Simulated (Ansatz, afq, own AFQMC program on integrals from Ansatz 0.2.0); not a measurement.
# AlNH3 (quartet): quantum Monte Carlo beside coupled cluster at distance Al1–H4 along a hydrogen transfer = 1.586 Å, cc-pVTZ

How near does AFQMC come to the top of the ladder for AlNH3 (quartet)?

Method: cc-pVTZ, frozen cores; program: Ansatz 0.2.0, Gaussian basis, and an in-house AFQMC program (afq) on its integrals; all values are calculated.

Plan: PBE (unrestricted); r2SCAN (unrestricted); CCSD(T) on UHF; PBE0 (unrestricted); B3LYP (unrestricted); wB97M-V (unrestricted); B2PLYP (unrestricted); CCSDT(Q) on UHF; Phaseless AFQMC, CISD trial on UHF.

## 1. The system

The geometry derives from fragments relaxed apart (PBE0/def2-TZVP) and kept rigid, so it is no stationary point. A hydrogen atom is moved between rigid fragments.

5 atoms, charge 0, spin multiplicity 4.

Atoms are counted from 1 here; the program's logs count them from 0.

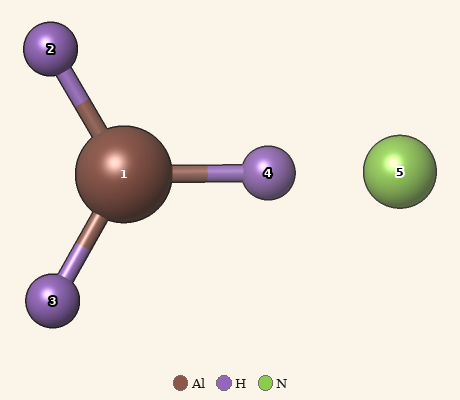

The geometry (aluminium brown, hydrogen purple, nitrogen green); atoms are numbered from 1 in the order of the file.

## 2. PBE (unrestricted)

in.yaml

```yaml
crystal:
  periodic: [false, false, false]
  atoms:
    - {symbol: Al, position_ang: [-0.964606, 0.000000, 0.000000]}
    - {symbol: H, position_ang: [-1.757530, 1.373384, 0.000000]}
    - {symbol: H, position_ang: [-1.757530, -1.373384, 0.000000]}
    - {symbol: H, position_ang: [0.621241, 0.000000, 0.000000]}
    - {symbol: N, position_ang: [2.066394, 0.000000, 0.000000]}
basis:
  gaussian: {orbitals: cc-pVTZ}
magnetization: {spin_polarized: true, initial_magnetization: 3}
hamiltonian: {xc: {name: PBE}}
output: {orbitals: {seedname: orbitals}}
```

Command:

```
$ ansatz run in.yaml --threads 1 --pin off --events-out ev --progress --plain --max-ram 8192MiB --backend cpu
```

The program printed:

```text
Functional definition: PBE
  name "PBE"
  cite "Perdew, Burke & Ernzerhof, Phys. Rev. Lett. 77, 3865 (1996) doi:10.1103/PhysRevLett.77.3865"
  parent pbe
  parameter kappa = 0.804
  parameter beta = 0.06672455060314922
  exchange = pbe_x(kappa = kappa, mu = beta*pi^2/3)
  correlation = pbe_c(beta = beta)
628 factors; their error is unknown
mean field evaluation 1: about -8123.0939 eV, gradient 1.6e1 eV
mean field evaluation 2: about -8122.7872 eV, gradient 1.8e1 eV
mean field evaluation 4: about -8124.6011 eV, gradient 6.5e-1 eV
mean field evaluation 8: about -8124.5923 eV, gradient 1.1e-1 eV
mean field evaluation 16: about -8124.5923 eV, gradient 6.5e-5 eV
mean field -8124.59228684 eV, -298.5732594951 hartree, gradient 6.5e-5 eV, S^2 3.755377; 0 other end points of the search recorded, 0 dependent functions left out
reference -8124.59232804 eV, -298.5732610088 hartree; 13, 10 occupied and 93, 96 virtual orbitals, 628 factors
Total energy: -8124.59232804 eV, -298.5732610088 hartree
```

It took 1.6 s on 1 thread of AMD EPYC 7R13 (Zen 3), shared host; peak memory 0.73 GiB.

From the report: ⟨S²⟩ of the determinant 3.755 (pure quartet: 3.75).

## 3. r2SCAN (unrestricted)

Changes to in.yaml since step 2:

```diff
@@ -11,3 +11,2 @@
 magnetization: {spin_polarized: true, initial_magnetization: 3}
-hamiltonian: {xc: {name: PBE}}
-output: {orbitals: {seedname: orbitals}}
+hamiltonian: {xc: {name: r2SCAN}}
```

Launched as before.

The program printed:

```text
Functional definition: r2SCAN
  name "r2SCAN"
  cite "Furness, Kaplan, Ning, Perdew & Sun, J. Phys. Chem. Lett. 11, 8208 (2020) doi:10.1021/acs.jpclett.0c02405"
  cite "Furness, Kaplan, Ning, Perdew & Sun, J. Phys. Chem. Lett. 11, 9248 (2020) doi:10.1021/acs.jpclett.0c03077"
  parent r2scan
  parameter k0 = 0.174
  parameter k1 = 0.065
  parameter a1 = 4.9479
  exchange = r2scan_x(k0 = k0, k1 = k1, a1 = a1)
  correlation = r2scan_c
628 factors; their error is unknown
mean field evaluation 1: about -8127.9206 eV, gradient 1.3e1 eV
mean field evaluation 2: about -8128.1964 eV, gradient 1.2e1 eV
mean field evaluation 4: about -8128.9673 eV, gradient 5.7e-1 eV
mean field evaluation 8: about -8128.9547 eV, gradient 1.1e-1 eV
mean field evaluation 16: about -8128.9547 eV, gradient 8.3e-5 eV
mean field -8128.95469710 eV, -298.7335751150 hartree, gradient 8.3e-5 eV, S^2 3.761297; 0 other end points of the search recorded, 0 dependent functions left out
reference -8128.95471271 eV, -298.7335756886 hartree; 13, 10 occupied and 93, 96 virtual orbitals, 628 factors
Total energy: -8128.95471271 eV, -298.7335756886 hartree
```

Wall time 3.5 s (1 thread of AMD EPYC 7R13 (Zen 3), shared host); peak memory 0.73 GiB.

From the report: ⟨S²⟩ of the determinant 3.761 (pure quartet: 3.75).

## 4. CCSD(T) on UHF

Changes to in.yaml since step 3:

```diff
@@ -11,2 +11,2 @@
 magnetization: {spin_polarized: true, initial_magnetization: 3}
-hamiltonian: {xc: {name: r2SCAN}}
+correlation: {method: ccsd_t, electrons: outside_noble_gas, hamiltonian_folder: ham}
```

Command:

```
$ ansatz run in.yaml --threads 1 --pin off --events-out ev --progress --plain --max-ram 24576MiB --backend cuda --devices 0, --max-vram 18GiB
```

The program printed (excerpt; [...] marks lines left out):

```text
Functional definition: HF
  name "HF"
  cite "Fock, Z. Phys. 61, 126 (1930) doi:10.1007/BF01340294"
  parent pbe
[...]
625 factors; integrals over basis functions are off by at most 2.0e-3 eV
[...]
mean field -8108.89656720 eV, -297.9964524371 hartree, gradient 3.5e-6 eV, S^2 3.775327; 1 other end points of the search recorded, 0 dependent functions left out
determinant -8108.89656720 eV, -297.9964524371 hartree, with singles and doubles -8115.73748378 eV, -298.2478514845 hartree
determinant -8105.58072704 eV, -297.8745975589 hartree, with singles and doubles -8112.61658104 eV, -298.1331604243 hartree
6 core orbitals not correlated: weight in the atoms' cores, before any rotation towards them, 1.000 or more for the frozen orbitals, at most 0.000 for the correlated occupied ones
reference -8108.89656720 eV, -297.9964524371 hartree; 7, 4 occupied and 93, 96 virtual orbitals, 625 factors
second order -5.59826730 eV of doubles, -0.00000000 eV of singles
cycle   1  -6.68019937 eV  change   -6.5e-1 eV  update   2.1e-2
[...]
cycle   9  -6.69984226 eV  change    4.8e-6 eV  update   1.1e-5
perturbative correction -0.16148582 eV, -0.0059344943 hartree
Total energy: -8115.75789527 eV, -298.2486015930 hartree
```

Wall time 8.5 s (1 × NVIDIA H100 80GB HBM3 with 1 thread of AMD EPYC 7R13 (Zen 3), shared host); peak host memory 0.8 GiB.

From the report: ⟨S²⟩ of the determinant 3.775 (pure quartet: 3.75); correlation -6.8613 eV; T1 0.017; largest double amplitude 0.03.

This run also writes the integrals to the folder ham.

## 5. PBE0 (unrestricted)

Changes to in.yaml since step 4:

```diff
@@ -11,2 +11,3 @@
 magnetization: {spin_polarized: true, initial_magnetization: 3}
-correlation: {method: ccsd_t, electrons: outside_noble_gas, hamiltonian_folder: ham}
+hamiltonian: {xc: {name: PBE0}}
+output: {orbitals: {seedname: orbitals}}
```

Command:

```
$ ansatz run in.yaml --threads 1 --pin off --events-out ev --progress --plain --max-ram 8192MiB --backend cpu
```

The program printed:

```text
Functional definition: PBE0
  name "PBE0"
  cite "Adamo & Barone, J. Chem. Phys. 110, 6158 (1999) doi:10.1063/1.478522"
  cite "Perdew, Burke & Ernzerhof, Phys. Rev. Lett. 77, 3865 (1996) doi:10.1103/PhysRevLett.77.3865"
  parent pbe
  parameter a = 0.25
  parameter kappa = 0.804
  parameter beta = 0.06672455060314922
  exchange = (1 - a)*pbe_x(kappa = kappa, mu = beta*pi^2/3) + a*exact_x
  correlation = pbe_c(beta = beta)
643 factors; their error is unknown
mean field evaluation 1: about -8124.7568 eV, gradient 1.1e1 eV
mean field evaluation 2: about -8125.1230 eV, gradient 8.2e0 eV
mean field evaluation 4: about -8125.4617 eV, gradient 3.6e-1 eV
mean field evaluation 8: about -8125.4795 eV, gradient 1.1e-1 eV
mean field evaluation 16: about -8125.4795 eV, gradient 1.4e-5 eV
mean field -8125.47953383 eV, -298.6058652204 hartree, gradient 1.4e-5 eV, S^2 3.759520; 0 other end points of the search recorded, 0 dependent functions left out
reference -8125.47956448 eV, -298.6058663468 hartree; 13, 10 occupied and 93, 96 virtual orbitals, 643 factors
Total energy: -8125.47956448 eV, -298.6058663468 hartree
```

Wall time 2 s (1 thread of AMD EPYC 7R13 (Zen 3), shared host); peak memory 0.73 GiB.

From the report: ⟨S²⟩ of the determinant 3.760 (pure quartet: 3.75).

## 6. B3LYP (unrestricted)

Changes to in.yaml since step 5:

```diff
@@ -11,3 +11,2 @@
 magnetization: {spin_polarized: true, initial_magnetization: 3}
-hamiltonian: {xc: {name: PBE0}}
-output: {orbitals: {seedname: orbitals}}
+hamiltonian: {xc: {name: B3LYP}}
```

Launched as before.

The program printed (excerpt; [...] marks lines left out):

```text
Functional definition: B3LYP
  name "B3LYP"
  cite "Stephens, Devlin, Chabalowski & Frisch, J. Phys. Chem. 98, 11623 (1994) doi:10.1021/j100096a001"
  cite "Becke, Phys. Rev. A 38, 3098 (1988) doi:10.1103/PhysRevA.38.3098"
  cite "Lee, Yang & Parr, Phys. Rev. B 37, 785 (1988) doi:10.1103/PhysRevB.37.785"
  cite "Vosko, Wilk & Nusair, Can. J. Phys. 58, 1200 (1980) doi:10.1139/p80-159"
[...]
640 factors; their error is unknown
[...]
mean field -8131.25283428 eV, -298.8180300985 hartree, gradient 2.5e-5 eV, S^2 3.758318; 0 other end points of the search recorded, 0 dependent functions left out
reference -8131.25306921 eV, -298.8180387321 hartree; 13, 10 occupied and 93, 96 virtual orbitals, 640 factors
Total energy: -8131.25306921 eV, -298.8180387321 hartree
```

Wall time 2 s (1 thread of AMD EPYC 7R13 (Zen 3), shared host); peak memory 0.73 GiB.

From the report: ⟨S²⟩ of the determinant 3.758 (pure quartet: 3.75).

## 7. wB97M-V (unrestricted)

Changes to in.yaml since step 6:

```diff
@@ -11,2 +11,3 @@
 magnetization: {spin_polarized: true, initial_magnetization: 3}
-hamiltonian: {xc: {name: B3LYP}}
+hamiltonian: {xc: {name: wB97M-V}}
+output: {orbitals: {seedname: orbitals}}
```

Launched as before.

The program printed (excerpt; [...] marks lines left out):

```text
Functional definition: wB97M-V
  name "wB97M-V"
  cite "Mardirossian & Head-Gordon, J. Chem. Phys. 144, 214110 (2016) doi:10.1063/1.4952647"
  cite "Becke, J. Chem. Phys. 107, 8554 (1997) doi:10.1063/1.475007"
  cite "Vydrov & Van Voorhis, J. Chem. Phys. 133, 244103 (2010) doi:10.1063/1.3521275"
  # Of w^i u^j: cxij and so on, Table III.
[...]
  gx(w, u) = 1 - cx + cx01*u + cx10*w
  gss(w, u) = css00 + css04*u^4 + css10*w + css20*w^2 + css43*w^4*u^3
  gos(w, u) = cos00 + cos10*w + (cos20 + cos21*u)*w^2 + (cos60 + cos61*u)*w^6
[...]
      + integral(e_c_pw_mod_opposite_spin*gos(b97_w_opposite, b97_u_opposite)) + vv10(b, c)
628 factors; their error is unknown
153 factors; integrals over basis functions are off by at most 8.9e-5 eV
[...]
mean field -8129.12738682 eV, -298.7399213451 hartree, gradient 6.0e-5 eV, S^2 3.758625; 0 other end points of the search recorded, 0 dependent functions left out
reference -8129.12743440 eV, -298.7399230938 hartree; 13, 10 occupied and 93, 96 virtual orbitals, 628 factors
Total energy: -8129.12743440 eV, -298.7399230938 hartree
```

Run time: 6.5 s. Hardware: 1 thread of AMD EPYC 7R13 (Zen 3), shared host; peak memory 0.73 GiB.

From the report: ⟨S²⟩ of the determinant 3.759 (pure quartet: 3.75).

## 8. B2PLYP (unrestricted)

Changes to in.yaml since step 7:

```diff
@@ -11,3 +11,3 @@
 magnetization: {spin_polarized: true, initial_magnetization: 3}
-hamiltonian: {xc: {name: wB97M-V}}
-output: {orbitals: {seedname: orbitals}}
+hamiltonian: {xc: {name: B2PLYP}}
+correlation: {electrons: outside_noble_gas}
```

The command is unchanged.

The program printed (excerpt; [...] marks lines left out):

```text
Functional definition: B2PLYP
  name "B2PLYP"
  cite "Grimme, J. Chem. Phys. 124, 034108 (2006) doi:10.1063/1.2148954"
  cite "Becke, Phys. Rev. A 38, 3098 (1988) doi:10.1103/PhysRevA.38.3098"
  cite "Lee, Yang & Parr, Phys. Rev. B 37, 785 (1988) doi:10.1103/PhysRevB.37.785"
[...]
625 factors; integrals over basis functions are off by at most 2.0e-3 eV
[...]
mean field -8124.15843539 eV, -298.5573157483 hartree, gradient 3.8e-6 eV, S^2 3.765183; 0 other end points of the search recorded, 0 dependent functions left out
6 core orbitals not correlated: weight in the atoms' cores, before any rotation towards them, 1.000 or more for the frozen orbitals, at most 0.000 for the correlated occupied ones
reference -8124.15858325 eV, -298.5573211819 hartree; 7, 4 occupied and 93, 96 virtual orbitals, 625 factors
second order -6.92574987 eV of doubles, -0.00000000 eV of singles
Total energy: -8126.02853571 eV, -298.6260406675 hartree
```

Run time: 2.8 s. Hardware: 1 thread of AMD EPYC 7R13 (Zen 3), shared host; peak memory 0.73 GiB.

From the report: ⟨S²⟩ of the determinant 3.765 (pure quartet: 3.75).

## 9. CCSDT(Q) on UHF

Changes to in.yaml since step 8:

```diff
@@ -11,3 +11,2 @@
 magnetization: {spin_polarized: true, initial_magnetization: 3}
-hamiltonian: {xc: {name: B2PLYP}}
-correlation: {electrons: outside_noble_gas}
+correlation: {method: ccsdt_q, electrons: outside_noble_gas}
```

Command:

```
$ ansatz run in.yaml --threads 1 --pin off --events-out ev --progress --plain --max-ram 24576MiB --backend cuda --devices 0, --max-vram 18GiB
```

The program printed (excerpt; [...] marks lines left out):

```text
Functional definition: HF
  name "HF"
  cite "Fock, Z. Phys. 61, 126 (1930) doi:10.1007/BF01340294"
  parent pbe
[...]
1300 factors; integrals over basis functions are off by at most 2.5e-7 eV
[...]
mean field -8108.89658619 eV, -297.9964531351 hartree, gradient 3.3e-6 eV, S^2 3.775327; 1 other end points of the search recorded, 0 dependent functions left out
determinant -8108.89658619 eV, -297.9964531351 hartree, with singles and doubles -8115.73751685 eV, -298.2478526998 hartree
determinant -8105.58076510 eV, -297.8745989575 hartree, with singles and doubles -8112.61662912 eV, -298.1331621911 hartree
6 core orbitals not correlated: weight in the atoms' cores, before any rotation towards them, 1.000 or more for the frozen orbitals, at most 0.000 for the correlated occupied ones
reference -8108.89658619 eV, -297.9964531351 hartree; 7, 4 occupied and 93, 96 virtual orbitals, 1300 factors
second order -5.59828587 eV of doubles, -0.00000000 eV of singles
cycle   1  -6.36904802 eV  change   -7.7e-1 eV  update   7.1e-2
[...]
cycle  19  -6.89144314 eV  change    1.8e-8 eV  update   1.1e-6
perturbative correction -0.00544453 eV, -0.0002000827 hartree
Total energy: -8115.79347386 eV, -298.2499090820 hartree
```

It took 37 s on 1 × NVIDIA H100 80GB HBM3 with 1 thread of AMD EPYC 7R13 (Zen 3), shared host; peak host memory 1 GiB.

From the report: ⟨S²⟩ of the determinant 3.775 (pure quartet: 3.75); correlation -6.8969 eV; T1 0.018; largest double amplitude 0.03.

## 10. Phaseless AFQMC, CISD trial on UHF

It reads the integrals that the CCSD(T) run on this determinant wrote.

Command:

```
$ afq ham --method phaseless --trial cisd --walkers 1000 --populations 20 --least-time 60 --time-step 0.005 --steps-per-block 50 --equilibration-blocks 28 --max-blocks 4000 --target-error 0.0002 --factor-cut 1e-05 --start spin_pure --seed 9449 --release-times 0.24,0.51,0.99,1.62,2.4 --release-step 0.03 --release-every 3 --taylor-order 6
```

The program printed:

```text
orbitals 100  electrons 7 4  factors 620 of 625
reference energy -297.99645244 Eh
CCSD correlation -0.24621493 Eh in 12 cycles, weight of the determinant in the CISD state 0.8888
energy of the start -298.242003 Eh
 block  time / (1/Eh)  mean weight  energy / Eh
     1     0.250  0.9998  -298.240226
     2     0.500  1.0000  -298.242031
     3     0.750  1.0001  -298.243470
     4     1.000  1.0004  -298.245456
     5     1.250  1.0010  -298.246920
     6     1.500  0.9999  -298.247791
     7     1.750  1.0010  -298.247626
     8     2.000  0.9995  -298.247526
     9     2.250  0.9995  -298.248028
    10     2.500  0.9997  -298.248539
    11     2.750  1.0002  -298.248907
    12     3.000  0.9995  -298.249110
    13     3.250  1.0006  -298.249743
    14     3.500  0.9996  -298.248744
    15     3.750  0.9996  -298.248761
    16     4.000  0.9997  -298.249845
    17     4.250  1.0001  -298.249158
    18     4.500  0.9995  -298.249877
    19     4.750  1.0002  -298.249775
    20     5.000  0.9991  -298.249172
    21     5.250  1.0003  -298.249197
    22     5.500  1.0002  -298.249189
    23     5.750  1.0000  -298.249035
    24     6.000  1.0002  -298.249664
    25     6.250  1.0000  -298.248541
    26     6.500  0.9996  -298.248500
    27     6.750  1.0002  -298.248192
    28     7.000  1.0003  -298.248541
    29     7.250  0.9997  -298.248962
    30     7.500  1.0004  -298.250710
    31     7.750  1.0002  -298.250528
    32     8.000  1.0013  -298.250302
    33     8.250  0.9996  -298.249985
    34     8.500  0.9996  -298.248431
    35     8.750  1.0001  -298.248820
    36     9.000  0.9990  -298.249043
    37     9.250  1.0007  -298.248949
    38     9.500  1.0005  -298.249922
    39     9.750  1.0004  -298.249513
    40    10.000  0.9996  -298.249185
    41    10.250  0.9995  -298.248930
    42    10.500  1.0009  -298.249056
    43    10.750  1.0008  -298.248529
    44    11.000  0.9999  -298.249851
    45    11.250  1.0000  -298.249993
    46    11.500  1.0000  -298.249776
    47    11.750  1.0002  -298.250109
    48    12.000  1.0009  -298.251013
    49    12.250  0.9985  -298.250800
    50    12.500  1.0003  -298.251606
    51    12.750  1.0002  -298.250848
    52    13.000  0.9992  -298.250157
    53    13.250  0.9990  -298.249772
    54    13.500  1.0004  -298.249792
    55    13.750  1.0007  -298.249874
    56    14.000  1.0002  -298.249666
    57    14.250  1.0003  -298.250131
    58    14.500  1.0001  -298.248581
    59    14.750  1.0003  -298.249868
    60    15.000  1.0000  -298.250061
    61    15.250  0.9997  -298.249852
    62    15.500  0.9991  -298.249514
    63    15.750  1.0001  -298.249598
    64    16.000  1.0002  -298.249687
    65    16.250  1.0000  -298.248506
    66    16.500  0.9996  -298.248980
    67    16.750  1.0008  -298.248496
    68    17.000  1.0002  -298.249115
    69    17.250  0.9999  -298.248761
    70    17.500  0.9993  -298.249837
    71    17.750  0.9995  -298.249134
    72    18.000  0.9997  -298.249372
    73    18.250  0.9998  -298.249556
    74    18.500  1.0010  -298.248242
    75    18.750  0.9998  -298.249679
    76    19.000  0.9998  -298.249465
    77    19.250  0.9993  -298.250052
    78    19.500  1.0000  -298.249406
error from the spread of 20 populations
released: time / (1/Eh)  energy / Eh  error  mean overlap
  0.24  -298.249792  0.000087  0.9952
  0.51  -298.249678  0.000150  0.9924
  0.99  -298.249912  0.000156  0.9896
  1.62  -298.250229  0.000187  0.9744
  2.40  -298.249762  0.000277  0.9708
energy -298.249600 +/- 0.000121 Eh
```

Wall time 72 s (1 × NVIDIA H100 80GB HBM3 with 2 threads of AMD EPYC 7R13 (Zen 3), shared host); peak host memory 1.6 GiB.

Energy -8115.7851 ± 0.0033 eV. Caveats: constraint bias not in the error.

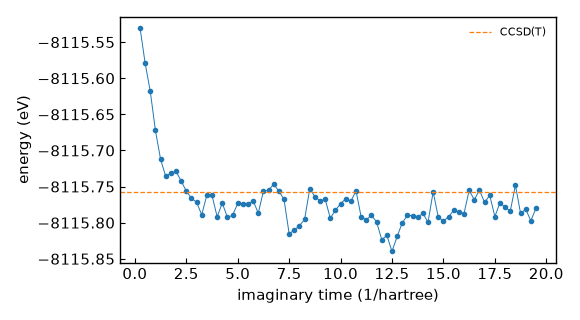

Block energies along the walk.

## 11. All levels side by side

On the UHF determinant, counted from CCSDT(Q) (a yardstick, not exact):

```
                                                level  energy (eV)  from CCSDT(Q) (meV)  statistical error (meV)  time
                                                   HF   -8108.8966              +6896.9                               
                                                  MP2   -8114.4948              +1298.6                               
                                                 CCSD   -8115.5964               +197.1                               
                                              CCSD(T)   -8115.7579                +35.6                               
                                             CCSDT(Q)   -8115.7935                  0.0                               
Phaseless AFQMC, CISD trial, step 0.005, 1000 walkers   -8115.7851                 +8.4                      3.3  72 s
```

The functionals' totals stand on their own zeros and serve differences with other points: PBE -8124.592 eV; r2SCAN -8128.955 eV; PBE0 -8125.480 eV; B3LYP -8131.253 eV; wB97M-V -8129.127 eV; B2PLYP -8126.029 eV.

## 12. Outcome

| quantity | value |
| --- | --- |
| CCSD(T) on UHF from CCSDT(Q) | +35.6 meV |
| Phaseless AFQMC, CISD trial on UHF from CCSDT(Q) | +8.4 ± 3.3 meV |

What this shows: On UHF the phaseless walk with the CISD trial lies +8.4 meV from CCSDT(Q), within three error bars. Error bars are statistical and leave out the constraint, the time step and what remains of the start.
